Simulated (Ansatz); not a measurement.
Electronic density of states of amorphous Si10Al16O44, density 2.42 g/cm³, on a 2×2×2 Γ-centred mesh with a Gaussian width of 0.1 eV; energies count from the Fermi level, whose place inside the gap is arbitrary. Cell and mesh are small, so fine structure isn't converged. Calculation: PBE, scalar-relativistic without spin-orbit coupling (plane waves to 420 eV, PAW; Ansatz, an electronic-structure program). Sampling: a 2×2×2 Γ-centred mesh; Fermi-Dirac width 0.02 eV; no spin polarisation. At PBE the levels at the filled edge of the gap are localised (band-tail or defect states), and the nearest spread-out levels lie 4.6 eV apart at the zone centre.

A CHGNet melt-quench gave the starting glass, which DFT then relaxed. O atoms were pushed apart under 1.9 Å during the dynamics, to hinder bonds among them. The hot cell started wider than the set density and was brought back towards it in steps. It is the lowest in DFT energy of 2 quenches. It is a model cell: composition and starting density were chosen by hand, and all elements were melted together. No dispersion term was used. Its density started from a set value of 2.35 and ended at 2.42 g/cm³. The simulated quench (nominally 83 K/ps over its main leg) is rapid and tends to freeze in more defects than a deposited or slowly cooled glass has. A cell of this size samples the disorder only roughly. Volume and shape were free in the relaxation.

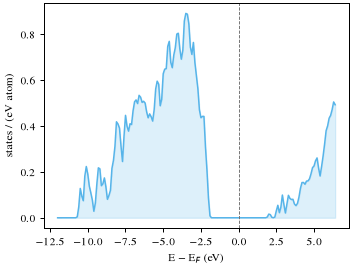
Density of states per atom

The level gap on this mesh is 4.12 eV; the broadening fills part of it in the curve.
